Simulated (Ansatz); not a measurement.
## Electronic structure of C₂H₆ClNSi (SMILES C[SiH2]C(=N)Cl) in real space

Input file:

```
crystal:
  periodic: [false, false, false]
  atoms:
    - { symbol: C, position_ang: [-1.1385, 0.4108, 1.1232] }
    - { symbol: Si, position_ang: [-0.0769, 0.7654, -0.3369] }
    - { symbol: C, position_ang: [0.9518, -0.7023, -0.7924] }
    - { symbol: "N", position_ang: [1.0004, -1.8056, -0.1292] }
    - { symbol: Cl, position_ang: [2.0786, -0.6135, -2.1052] }
    - { symbol: H, position_ang: [-1.7899, 1.3558, 1.3384] }
    - { symbol: H, position_ang: [-0.5826, 0.2065, 2.0101] }
    - { symbol: H, position_ang: [-1.8335, -0.3562, 0.9032] }
    - { symbol: H, position_ang: [0.7819, 1.9687, 0.0174] }
    - { symbol: H, position_ang: [-0.9138, 1.1781, -1.472] }
    - { symbol: H, position_ang: [1.5876, -2.4646, -0.5359] }
basis:
  gaussian: { orbitals: "6-31G" }
hamiltonian:
  xc: pbe0
  dispersion: d4
relax:
  f_tol: 0.02
  max_steps: 40
scf:
  lower_state_search: "off"
output:
  orbitals: {}
```

Command:

```sh
ansatz run input.yaml --threads 1 --pin off --max-ram 2048MiB --backend cpu --events-out ev --progress --plain --runs-dir out
```

The fields are those of the relaxed geometry.

Computed with RKS PBE0-D4/6-31G (Ansatz 0.2.0).

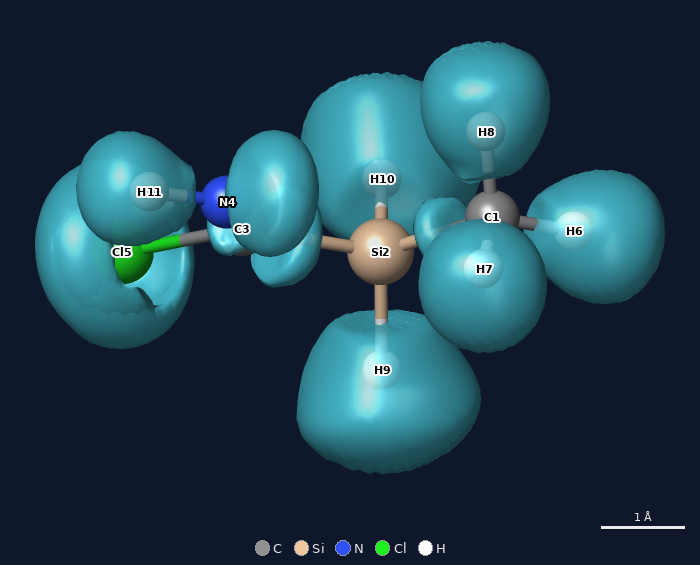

Figure 1. Isosurface of the ELF at 0.85 (cyan), seen from one side. Only the valence region is drawn (cores and ρ < 0.01 e/Å³ removed).

Question: Where are the electrons localised?

Answer: The surface consists of one region between bonded C–N atoms (shared pairs), two regions between bonded C–Si atoms (shared pairs), six regions around hydrogen nuclei, one lobe on N, pointing away from the bonds (lone pairs) and one region wrapped around Cl (its lone pairs, merged into a ring or cap).


C–N (1.25 Å): the ELF peaks at about 0.90 between the atoms: a multiple bond. C–Si (1.90 Å): the ELF peaks at about 0.95 between the atoms, as expected for a covalent bond.

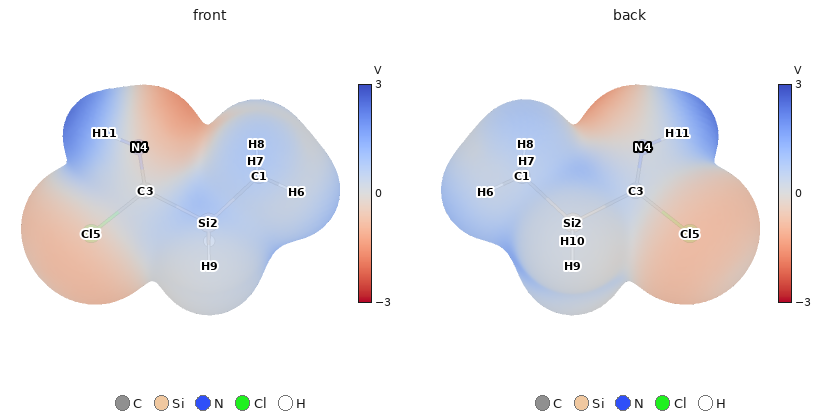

Figure 2. The electrostatic potential painted on the density surface at 0.002 e/bohr³, seen from the front and from behind; red is negative and blue positive.

Question: Which sites attract a positive test charge, and which a negative one?

Answer: A positive charge is drawn to the negative regions and a negative charge to the positive ones. The most negative region (about −1.4 V) lies over N4, the most positive (about +2.2 V) over H11. N4 is the likeliest acceptor of a hydrogen bond.

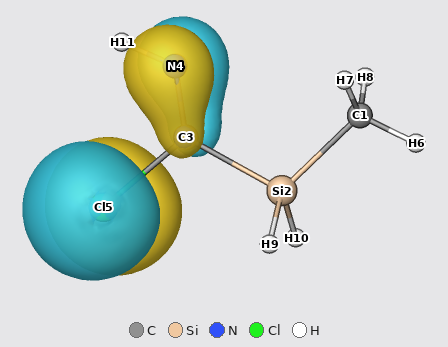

Figure 3. The HOMO−1 at ±0.1 Å⁻³ᐟ² (yellow and cyan are the two phases), seen at a tilt.

Question: What is the character of this orbital?

Answer: By Hirshfeld shares it lies mainly on Cl5 (about 75 %) and N4 (about 15 %); largely a lone pair of Cl5. Its energy is −8.52 eV.
